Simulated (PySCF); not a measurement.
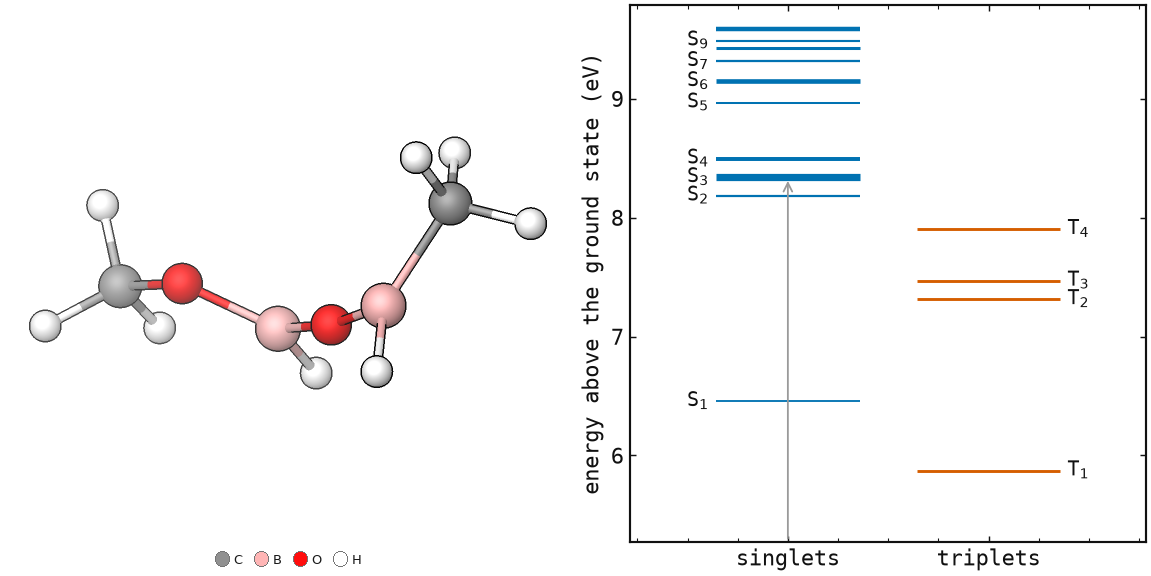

State diagram of C₂H₈B₂O₂, SMILES CBOBOC. Vertical TDDFT excitations, LC-wPBE/def2-SVPD with PySCF 2.14.0, at a PBE0-D3(BJ)/def2-SVP geometry (no frequency check), gas phase. Triplets in the Tamm-Dancoff approximation; only the lowest 10 singlets and 4 triplets were computed. Thicker singlet lines are brighter; the arrow marks the brightest. S0, at zero, lies below the range drawn.

What character does the calculation give T1?

Mainly HOMO → LUMO+1 (52 %).

How many of the triplet levels drawn lie below S1?

1 of 4 (T1 5.87 eV, T2 7.31 eV, T3 7.47 eV, T4 7.90 eV; S1 6.46 eV).

What is the vertical gap between S1 and T1?

0.58 eV: S1 at 6.46 eV, T1 at 5.87 eV.

Caveats: one conformer of a flexible molecule; core orbitals are frozen in the response.
